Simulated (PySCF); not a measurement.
## What a change does: excited-state calculation on C3H11PSi2

System: C3H11PSi2, SMILES C=C(C)[SiH2]P[SiH3].
Method of the first run: TDDFT PBE0/def2-SVP, vertical, gas phase, core orbitals frozen in the response (PySCF 2.14.0).

The geometry comes from this level: PBE0-D3(BJ)/def2-SVP. Text and figures count atoms from 1; the logs count them from 0 in places.

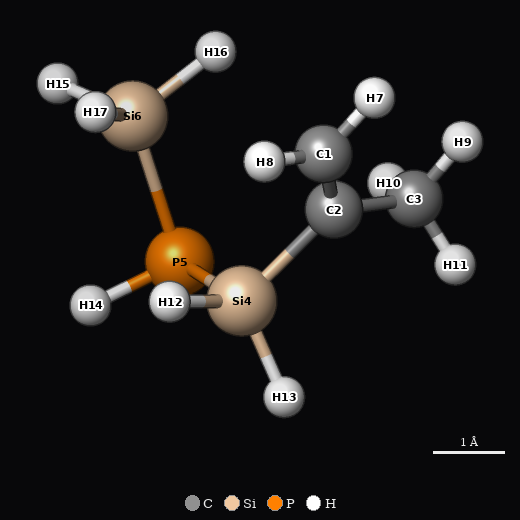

**Figure 1.** The input geometry (ball-and-stick view, seen at a tilt; atoms are numbered from 1 in the order of the input).

**Input file, the first run**
```
{"job": {"kind": "uv", "xc": "PBE0", "basis": "def2-SVP"}, "charge": 0, "multiplicity": 1}
C     -1.599396    -0.023539     1.236234
C     -1.320137    -0.502117     0.014604
C     -1.319744    -1.970580    -0.298069
Si    -0.824014     0.691456    -1.347327
P      1.290076     0.116957    -1.943715
Si     2.159532     0.404694     0.125585
H     -1.853981    -0.693343     2.067215
H     -1.585888     1.047965     1.458679
H     -1.591961    -2.575289     0.580526
H     -0.325747    -2.300286    -0.646278
H     -2.025510    -2.205479    -1.111908
H     -0.915945     2.096383    -0.845021
H     -1.693073     0.538520    -2.555777
H      1.652140     1.414903    -2.418462
H      3.635810     0.593216    -0.010709
H      1.898707    -0.841210     0.904750
H      1.587545     1.571763     0.867175
```

The first line tells a small driver script what to run in PySCF; the rest is the geometry in Å.

Hardware: 1 CPU thread, shared host.

**Output (the first run)**
```
coarse grid: 14952 points
cycle   1  E = -1040.2106661892  dE =  7.827e-02  |g| = 3.044e-01  |ddm| = 3.870e+00
cycle   2  E = -1040.2086394412  dE =  2.027e-03  |g| = 3.188e-01  |ddm| = 7.403e-01
cycle   3  E = -1040.2380620825  dE = -2.942e-02  |g| = 3.479e-02  |ddm| = 4.095e-01
cycle   4  E = -1040.2382124692  dE = -1.504e-04  |g| = 2.721e-02  |ddm| = 6.001e-02
cycle   5  E = -1040.2384042132  dE = -1.917e-04  |g| = 5.614e-03  |ddm| = 2.930e-02
cycle   6  E = -1040.2384127862  dE = -8.573e-06  |g| = 1.378e-03  |ddm| = 7.890e-03
final grid: 128496 points
cycle   7  E = -1040.3644674476  dE = -1.704e-05  |g| = 6.447e-03  |ddm| = 3.199e-02
cycle   8  E = -1040.3644618009  dE =  5.647e-06  |g| = 7.695e-03  |ddm| = 1.829e-02
cycle   9  E = -1040.3644803424  dE = -1.854e-05  |g| = 3.220e-04  |ddm| = 1.050e-02
cycle  10  E = -1040.3644803727  dE = -3.025e-08  |g| = 1.261e-04  |ddm| = 5.804e-04
cycle  11  E = -1040.3644803764  dE = -3.779e-09  |g| = 4.892e-05  |ddm| = 1.704e-04
cycle  12  E = -1040.3644803770  dE = -5.391e-10  |g| = 2.163e-05  |ddm| = 6.217e-05
converged SCF energy = -1040.3644803770

Static polarisability (au): isotropic 107.100, principal 94.638 109.424 117.236

Singlet excitations
state   eV       nm        f      main configurations
  1   5.9129    209.7   0.04353   H->L 0.81, H-1->L 0.09
  2   6.2290    199.0   0.03833   H->L+1 0.86
  3   6.6415    186.7   0.01468   H->L+2 0.86
  4   6.7568    183.5   0.02060   H-3->L 0.53, H-1->L+1 0.18
  5   6.7904    182.6   0.10036   H-1->L 0.45, H->L+3 0.18, H-2->L 0.18
  6   6.8585    180.8   0.01146   H->L+3 0.47, H-1->L+1 0.25, H-3->L 0.14
  7   6.9529    178.3   0.10660   H-1->L+1 0.44, H-1->L 0.19, H->L+3 0.19
  8   7.1880    172.5   0.00191   H->L+4 0.82
  9   7.2716    170.5   0.01549   H-2->L 0.40, H-1->L+2 0.34, H-3->L 0.09
 10   7.3584    168.5   0.06757   H-1->L+2 0.35, H-2->L 0.16, H->L+5 0.14

Triplet excitations (Tamm-Dancoff, eV): 4.0950 5.4519 5.6499 5.8683
```

The input of the second run differs as follows (lines with − go, lines with + come):
```diff
-"basis": "def2-SVP"
+"basis": "6-31G*"
```

How does the second run compare with the first run?

The total energy of the second run is 195.6 kcal/mol lower, which measures the change of basis and not a stability. The HOMO goes from −7.18 to −7.08 eV. The LUMO goes from −0.33 to −0.17 eV. The dipole moment goes from 0.98 to 1.20 D. The lowest excitation goes from 5.91 to 6.00 eV. The strongest computed line goes from 6.95 to 7.08 eV. The number of SCF iterations is the same. The basis functions go from 151 to 118.

**Output (the second run)**
```
coarse grid: 14952 points
cycle   1  E = -1040.7177049211  dE =  1.270e-01  |g| = 3.349e-01  |ddm| = 3.535e+00
cycle   2  E = -1040.7137453738  dE =  3.960e-03  |g| = 3.568e-01  |ddm| = 8.190e-01
cycle   3  E = -1040.7508460679  dE = -3.710e-02  |g| = 3.759e-02  |ddm| = 4.660e-01
cycle   4  E = -1040.7510032978  dE = -1.572e-04  |g| = 2.980e-02  |ddm| = 6.095e-02
cycle   5  E = -1040.7512323809  dE = -2.291e-04  |g| = 5.504e-03  |ddm| = 3.003e-02
cycle   6  E = -1040.7512409535  dE = -8.573e-06  |g| = 1.365e-03  |ddm| = 7.956e-03
final grid: 128496 points
cycle   7  E = -1040.6761346473  dE = -1.597e-05  |g| = 6.899e-03  |ddm| = 2.552e-02
cycle   8  E = -1040.6761288065  dE =  5.841e-06  |g| = 8.169e-03  |ddm| = 1.917e-02
cycle   9  E = -1040.6761497265  dE = -2.092e-05  |g| = 3.122e-04  |ddm| = 1.069e-02
cycle  10  E = -1040.6761497516  dE = -2.516e-08  |g| = 1.360e-04  |ddm| = 5.336e-04
cycle  11  E = -1040.6761497561  dE = -4.435e-09  |g| = 5.017e-05  |ddm| = 1.655e-04
cycle  12  E = -1040.6761497566  dE = -5.648e-10  |g| = 2.253e-05  |ddm| = 6.265e-05
converged SCF energy = -1040.6761497566

Static polarisability (au): isotropic 102.718, principal 89.773 104.400 113.980

Singlet excitations
state   eV       nm        f      main configurations
  1   6.0039    206.5   0.10907   H->L 0.85, H-1->L 0.11
  2   6.2024    199.9   0.01089   H->L+1 0.90
  3   6.5531    189.2   0.04429   H->L+2 0.88
  4   6.6440    186.6   0.06903   H-1->L 0.53, H-1->L+1 0.28
  5   6.8839    180.1   0.01128   H-3->L 0.51, H->L+3 0.22, H-2->L 0.16
  6   6.9089    179.5   0.00373   H->L+3 0.57, H-3->L 0.14, H-1->L+1 0.12
  7   7.0753    175.2   0.11183   H-1->L+2 0.43, H-1->L+1 0.18, H-1->L 0.15
  8   7.1969    172.3   0.02227   H-1->L+2 0.28, H-2->L 0.21, H-1->L+1 0.20
  9   7.3030    169.8   0.01755   H->L+5 0.73, H-2->L 0.12
 10   7.3365    169.0   0.07900   H->L+4 0.54, H-1->L+2 0.16, H-2->L 0.08

Triplet excitations (Tamm-Dancoff, eV): 4.1232 5.3739 5.5722 5.8558
```

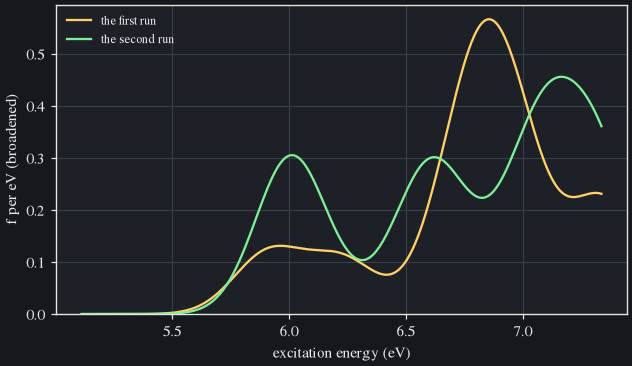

**Figure 2.** Absorption of the two runs from their computed states, each broadened by a Gaussian of 0.35 eV full width; the range ends where the shorter list of states ends.

**The two runs side by side**

```csv
quantity,the first run,the second run
outcome,converged,converged
total energy (hartree),−1040.364480,−1040.676150
HOMO (eV),−7.18,−7.08
LUMO (eV),−0.33,−0.17
dipole moment (D),0.98,1.20
lowest excitation (eV),5.91,6.00
SCF iterations,12,12
strongest computed line (eV),6.95,7.08
basis functions,151,118
wall time (shared host),23 s,16 s
```
